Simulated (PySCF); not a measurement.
# C3H2S (Thiopropynal): the cost of one run

Programs: PySCF 2.14.0, with routines of our own; each step states its level. All values are computed. Atoms count from 0.

## 1. The system as given

6 atoms, charge 0, multiplicity 1; geometry from: GFN2-xTB.

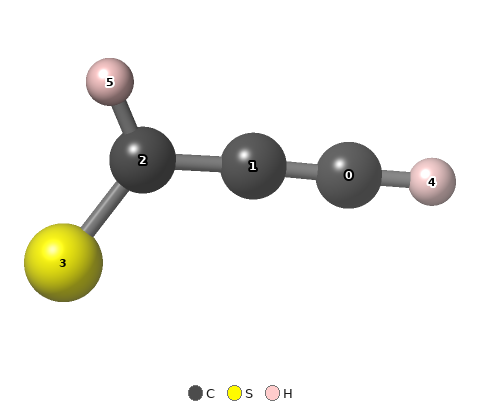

The starting geometry (carbon dark grey, sulfur yellow, hydrogen pink).

## 2. Geometry optimisation at PBE0/def2-TZVP

The job: settings as JSON, then the geometry in Å.

```
{"job": {"xc": "PBE0", "basis": "def2-TZVP", "grid": 1, "kind": "geom"}, "charge": 0, "multiplicity": 1}
C      1.542056    -0.199507    -0.060413
C      0.359889     0.031537    -0.006518
C     -1.016107     0.241430     0.049004
S     -2.110732    -0.956426    -0.088169
H      2.575011    -0.382396    -0.105471
H     -1.346995     1.267351     0.189992
```

Launch:

```console
OMP_NUM_THREADS=1 python excited_run.py task.json out
```

One launch serves the whole session: the jobs run in the order shown.

**Question.** How long does this first job take on 1 thread of Arm Neoverse N1, shared host, and how much memory does it need?

About 44 s, with a peak of 0.48 GiB.
